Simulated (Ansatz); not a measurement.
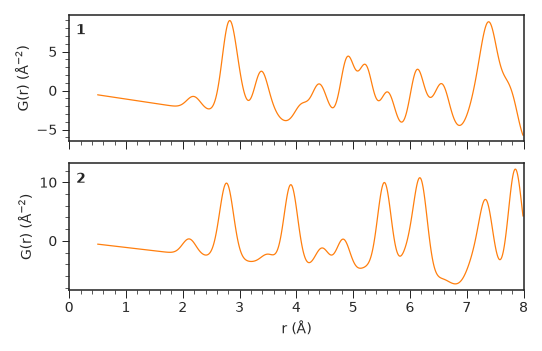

Computed X-ray G(r), with each pair weighted by the product of the atomic numbers (X-ray weights at Q = 0) and a uniform peak width σ = 0.12 Å.

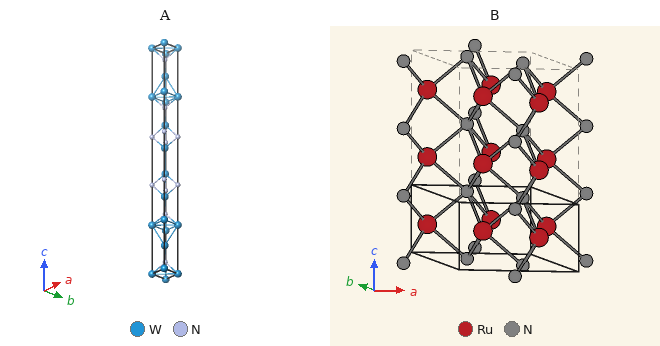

Candidate structures:

A. W3N2, a = 2.810 Å, b = 2.810 Å, c = 25.248 Å, α = 90.00°, β = 90.00°, γ = 120.00°, R-3m

B. Ru3N2, a = 4.828 Å, b = 4.828 Å, c = 2.743 Å, α = 90.00°, β = 90.00°, γ = 120.00°, P-62m

Origins: A, the geometry relaxed with DFT PBE, scalar-relativistic, plane waves, PAW (Ansatz); the starting structure was generated, so it need not be a known form of this composition; B, the geometry relaxed with Ansatz, DFT PBE, scalar-relativistic, plane waves, PAW; the starting structure was generated, so it need not be a known form of this composition.

Match each curve to its structure.

Answer. curve 1 is A (W3N2, first clear peaks at 2.19 Å (W–N) and 2.83 Å (W–W)); curve 2 is B (Ru3N2, first clear peaks at 2.11 Å (Ru–N) and 2.77 Å (Ru–Ru)).
